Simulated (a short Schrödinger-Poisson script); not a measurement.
Structure: symmetric double-gate stack, SiO2 on p-type Si(100), at 300 K.

```csv
layer,material,thickness (nm),Na (cm⁻³)
1,SiO2,0.8,-
2,Si,20,2e15
3,SiO2,0.8,-
```

The device is made up for the run: typed textbook-type constants, with dimensions and the other settings drawn at random. SiO2: permittivity 3.9, conduction-band edge (eV) 3.15, gap (eV) 9, electron mass (mₑ) 0.5. Si: permittivity 11.7, conduction-band edge (eV) 0, gap (eV) 1.124, Nv at 300 K (cm⁻³) 3.1e19.

Channel valleys (confinement mass, in-plane density-of-states mass, number): Δ2 0.916, 0.19, 2; Δ4 0.19, 0.417, 4. At the gates, both at one voltage, the conduction-band edge of layer 1 lies 3.64 eV − eVg above the Fermi level of the channel. Gaps are held at their typed values at every temperature. Mesh 0.03 nm at interfaces.

Solved with a short Schrödinger-Poisson script written for these runs: 1D Poisson equation in equilibrium, electrons quantum, Hartree (BenDaniel-Duke, 12 states a valley, the channel's in-plane mass for all, wave functions free to enter the dielectric), parabolic valleys, classical holes, full ionisation, no traps, pinning or gate leakage.

Only gate voltages with over 1e8 electrons/cm² are shown.

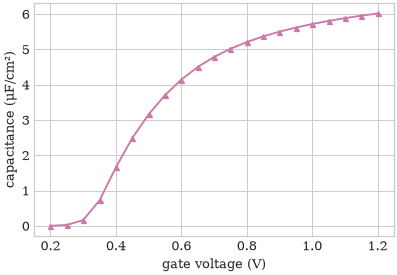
*Quasi-static capacitance against gate voltage*

```csv
Vg (V),electrons (cm⁻²),C (μF/cm²),Δ2 E0 (meV),Δ2 E1 (meV),Δ4 E0 (meV),Δ4 E1 (meV)
0.2,6.04e8,0.00381,291.3,294.3,294.8,308.5
0.25,4.15e9,0.0260,241.5,244.4,245.0,258.7
0.3,2.74e10,0.164,192.8,195.6,196.3,209.8
0.35,1.49e11,0.723,149.4,151.4,153.1,165.7
0.4,5.16e11,1.66,117.2,117.7,122.4,132.6
0.45,1.17e12,2.49,93.0,93.0,103.3,110.6
0.5,2.05e12,3.16,73.6,73.6,90.6,95.3
0.55,3.12e12,3.70,57.9,57.9,81.2,84.1
0.6,4.35e12,4.14,44.8,44.8,73.7,75.6
0.65,5.70e12,4.50,33.8,33.8,67.6,68.8
0.7,7.14e12,4.78,24.2,24.2,62.4,63.3
0.75,8.67e12,5.02,15.9,15.9,58.0,58.7
0.8,1.03e13,5.21,8.3,8.3,54.1,54.6
0.85,1.19e13,5.37,1.5,1.5,50.7,51.1
0.9,1.36e13,5.50,-4.8,-4.8,47.6,47.9
0.95,1.54e13,5.62,-10.7,-10.7,44.7,44.9
1,1.71e13,5.72,-16.3,-16.3,42.0,42.2
1.05,1.89e13,5.81,-21.5,-21.5,39.5,39.7
1.1,2.07e13,5.89,-26.6,-26.6,37.1,37.3
1.15,2.26e13,5.96,-31.4,-31.4,34.8,35.0
1.2,2.45e13,6.02,-36.1,-36.1,32.7,32.8
```

Subbands count from the Fermi level. The capacitance is that of both gates.
